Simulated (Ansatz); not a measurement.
System: HfBe₂Si₂.

Input

```
crystal:
  lattice:
    - [5.0002264689, 0.0, 0.0]
    - [0.0, 5.0002264689, 0.0]
    - [0.0, 0.0, 5.0767575551]
  atoms:
    - { symbol: Hf, position: [0.0, 0.0, 0.5] }
    - { symbol: Be, position: [0.5, 0.5, 0.5] }
    - { symbol: Be, position: [0.0, 0.0, 0.0] }
    - { symbol: Si, position: [0.0, 0.5, 0.5] }
    - { symbol: Si, position: [0.5, 0.0, 0.5] }
basis:
  ecutwfc: 420
kpoints:
  mp_grid: { grid: [8, 8, 8] }
hamiltonian:
  xc: pbe
scf:
  occupations: { method: gaussian, width: 0.1 }
output:
  forces: true
  stress: true
  eigenvalues: true
  write_density: true
  write_potential: true
  elf: true
  volumetric_format: npy
relax:
  adjacent_minimum: "off"
  f_tol: 0.01
  max_steps: 80
  cell: { stress_tol: 0.05 }
```

Run with:

```sh
ansatz run input.yaml --threads 1 --pin off --max-ram 2560MiB --backend cpu --events-out ev --progress --plain --runs-dir out
```

Below, planes, directions and counts refer to the conventional cell (a = 5.00 Å, b = 5.00 Å, c = 5.09 Å, α = 90.00°, β = 90.00°, γ = 90.00°).

The fields are those of the run's last geometry, not of the input's.

Space group P4/mmm; a structure generated by program, which may or may not match a known phase.

The calculation used DFT PBE, scalar-relativistic, plane waves, PAW (Ansatz 0.2.0).

**What will maps of the valence pseudo-density and electron localisation function show?**

Hf–Si (2.50 Å): the density is about 0.48 e/Å³ at the midpoint; the ELF peaks at about 0.85 in the valence shell of Si, 0.9 Å from its nucleus, and is about 0.45 at the midpoint.
Hf–Be (2.54 Å): ρ at the midpoint is about 0.36 e/Å³; the ELF is about 0.45 at the midpoint.

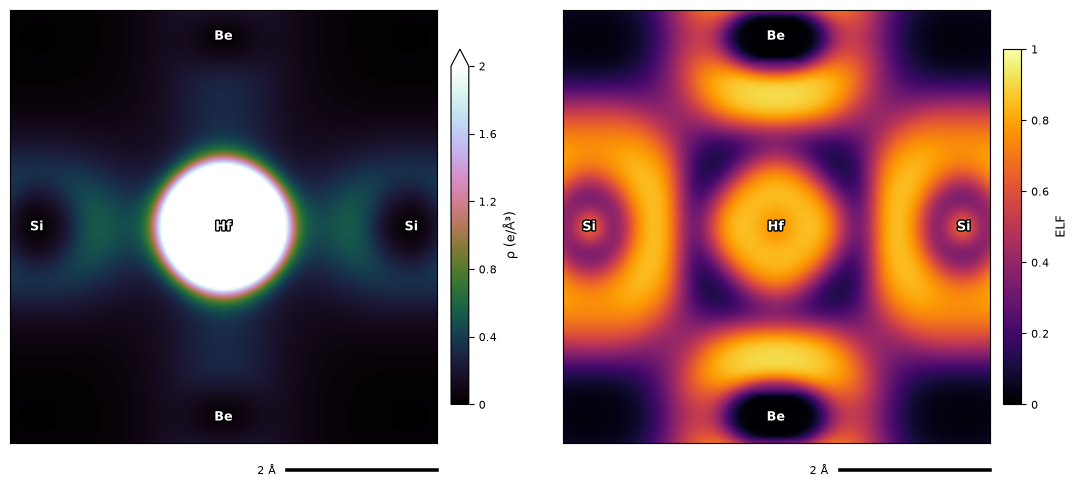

Computed valence pseudo-density and electron localisation function on the (010) plane of the conventional cell, in this order. 

Core electrons are frozen (PAW), and the valence fields are smoothed inside the atomic spheres.
